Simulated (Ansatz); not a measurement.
We consider L1₂ (Cu3Au-type) Pt3Ti, described by r²SCANh in Ansatz (plane waves, PAW).

Settings: plane-wave cutoff 520 eV, 8×8×8 k mesh, Fermi–Dirac smearing 0.05 eV, no spin polarisation, scalar-relativistic PAW data made under PBE.

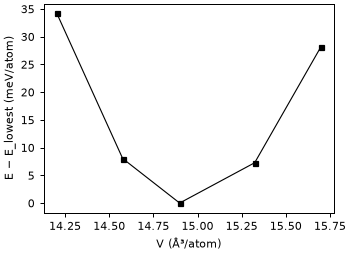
Total energy against volume

**Question.** From the curve, estimate the equilibrium volume and the bulk modulus.

**Answer.** V0 ≈ 14.9 Å³/atom and B0 ≈ 270 GPa; the fit gives V0 = 14.950 Å³/atom, B0 = 267 GPa, B′ = 4.9.

Measured, for comparison: equilibrium volume per atom 15.01 Å³/atom (temperature not stated, no zero-point or thermal correction; as tabulated in Molecular Dynamics Simulations of PtTi High-Temperature Shape Memory Alloys …). Computed (rounded) less measured: equilibrium volume per atom -0.4 %. A static lattice is as a rule a little smaller and stiffer than an uncorrected measurement, which narrows the difference in the equilibrium volume per atom and would widen misses of the other sign.

Note: the run has no spin polarisation, so it can have missed a magnetic state.

Spin–orbit coupling is not included.

Static lattice: no zero-point or thermal effects.

The result took very roughly 40 core-minutes.

Ansatz is a quantum-chemistry and plane-wave program.
